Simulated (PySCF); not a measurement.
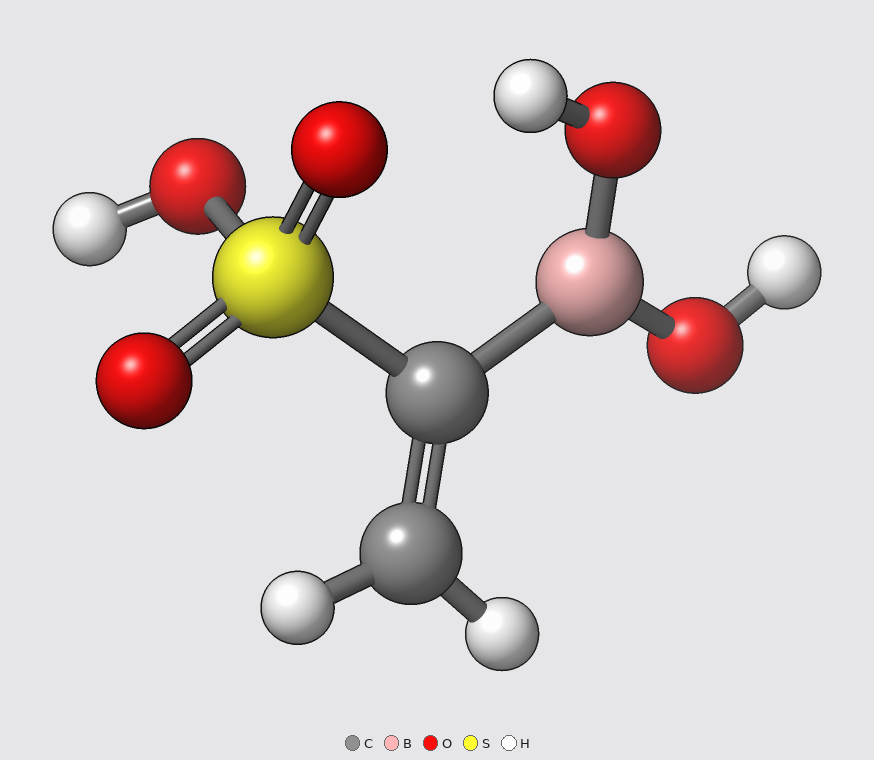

Ball-and-stick drawing of a structure. Multiple sticks mark multiple bonds (one Kekulé form).

Computed geometry: GFN2-xTB optimisation. No frequency run is at hand to confirm it as a minimum.

Question: Which formula does it have?

Answer: C₂H₅BO₅S, 14 atoms: 2 carbon, 5 hydrogen, 1 boron, 5 oxygen and 1 sulfur.

Question: How many bonds of each kind are drawn?

Answer: 3 O–S, 3 O–H, 2 B–O, 2 C–H, 1 C–C, 1 C–B, 1 C–S.

Question: Name some functional groups or characteristic bonds that it holds.

Answer: Among them: alkene.

Question: Write the SMILES.

Answer: C=C(B(O)O)S(=O)(=O)O

More results for the same structure follow; atom numbers are the same in all pictures, views and colours differ.

## Shape

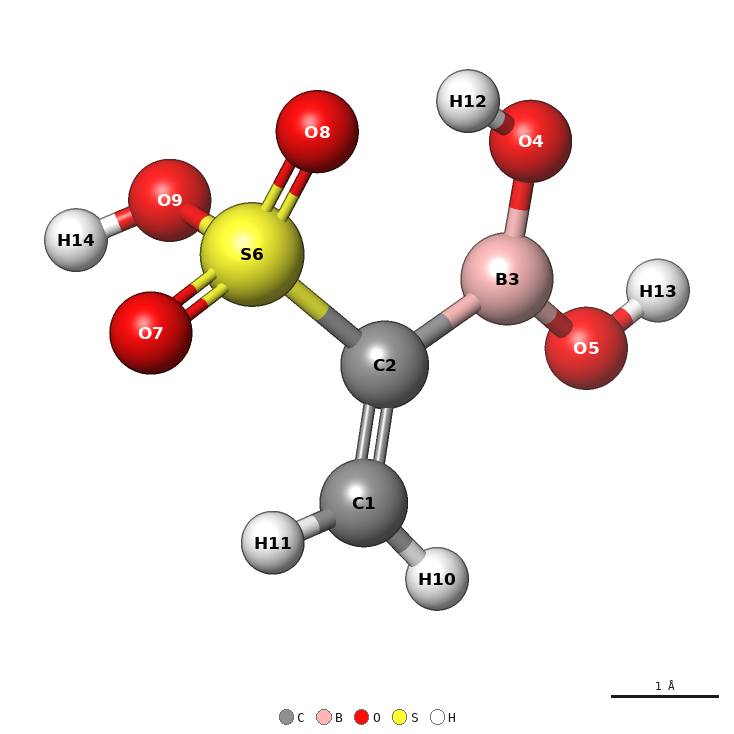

Numbered structure. No frequency run is at hand to confirm it as a minimum.

Which atoms are bonded, and how long are the bonds?

```json
{"bond": "C1–C2", "length (Å)": "1.319", "order": "double"}
{"bond": "C1–H10", "length (Å)": "1.078", "order": "single"}
{"bond": "C1–H11", "length (Å)": "1.079", "order": "single"}
{"bond": "C2–B3", "length (Å)": "1.582", "order": "single"}
{"bond": "C2–S6", "length (Å)": "1.780", "order": "single"}
{"bond": "B3–O4", "length (Å)": "1.341", "order": "single"}
{"bond": "B3–O5", "length (Å)": "1.348", "order": "single"}
{"bond": "O4–H12", "length (Å)": "0.969", "order": "single"}
{"bond": "O5–H13", "length (Å)": "0.959", "order": "single"}
{"bond": "S6–O7", "length (Å)": "1.432", "order": "double"}
{"bond": "S6–O8", "length (Å)": "1.436", "order": "double"}
{"bond": "S6–O9", "length (Å)": "1.620", "order": "single"}
{"bond": "O9–H14", "length (Å)": "0.958", "order": "single"}
```

## Dipole moment

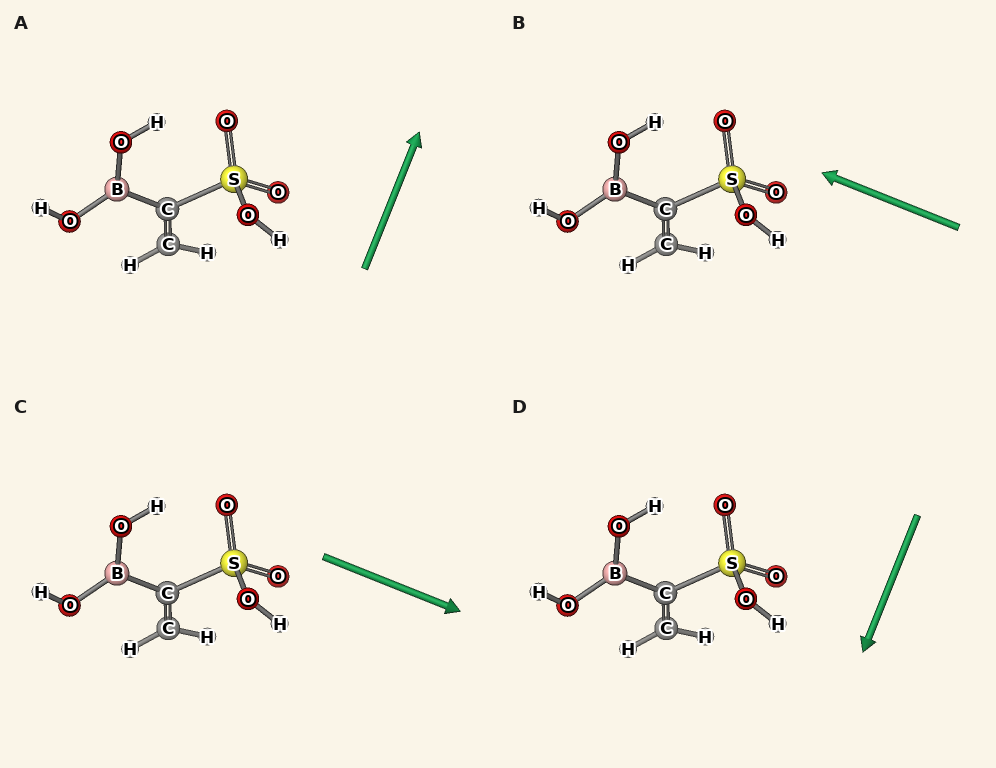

The same molecule four times, each with an arrow. No frequency run is at hand to confirm it as a minimum. Method: ωB97X-D/def2-SVPD, gas phase (PySCF 2.14.0).

Question: Which arrow points along the dipole moment, from the negative to the positive end?

Answer: D. The dipole moment is 3.12 D.

## Polarisability

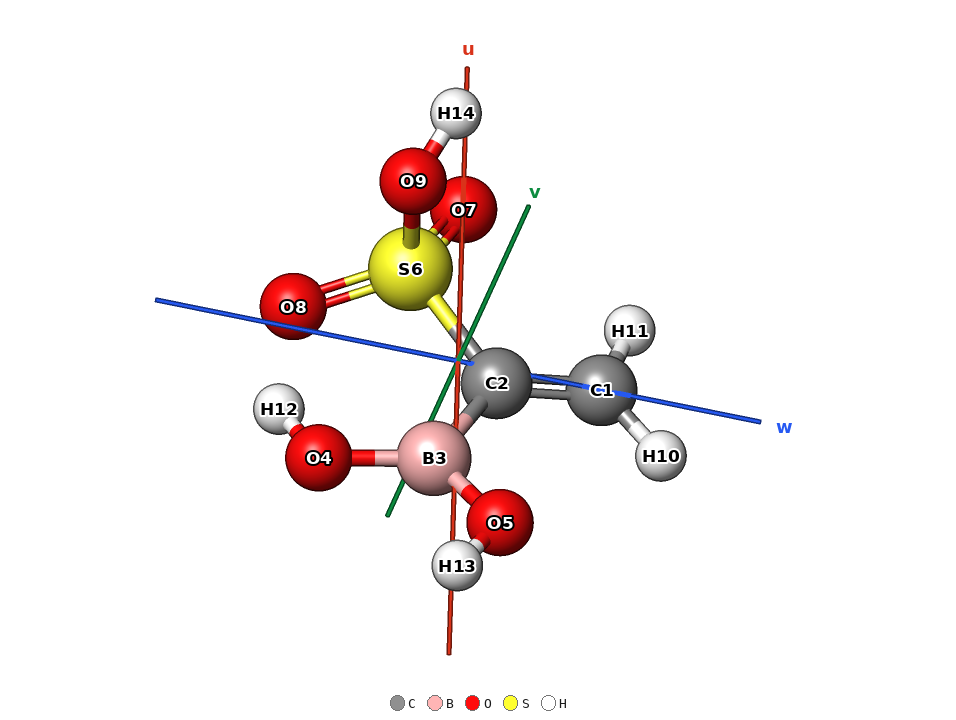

The lines u, v and w are the principal axes of the static dipole polarisability. No frequency run is at hand to confirm it as a minimum. Computed with ωB97X-D/def2-SVPD (PySCF 2.14.0).

Question: Along which axis is the molecule most polarisable, and along which least?

Answer: Most along w, least along v.

Question: Give the three principal values.

Answer: u 79.0, v 57.9, w 83.0 bohr³; mean 73.3, anisotropy 23.4 bohr³.

## Excitation

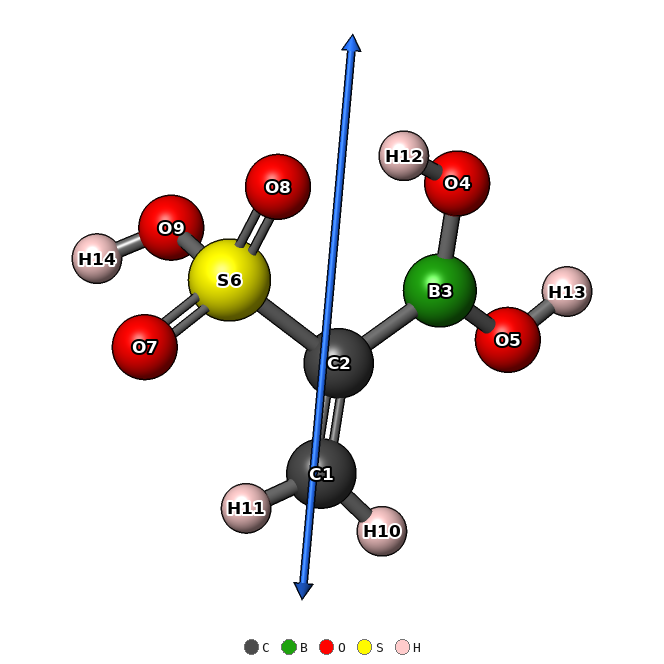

The double arrow shows the direction of the transition dipole to excited singlet state 2 (its length means nothing). No frequency run is at hand to confirm it as a minimum. Properties computed with TDDFT ωB97X-D/def2-SVPD, vertical, gas phase, core orbitals frozen in the response (PySCF 2.14.0).

Question: How is the transition polarised?

Answer: Nearly parallel to the C1–C2 bond.

Question: Give its energy, strength and character.

Answer: 6.91 eV (179 nm), oscillator strength 0.20, mainly HOMO → LUMO (weight 0.66); transition dipole 2.78 D.

The geometry is semi-empirical. Around B such bond lengths and angles can be off by a tenth of an ångström or more and by several degrees, and values that hang on the shape move with them.
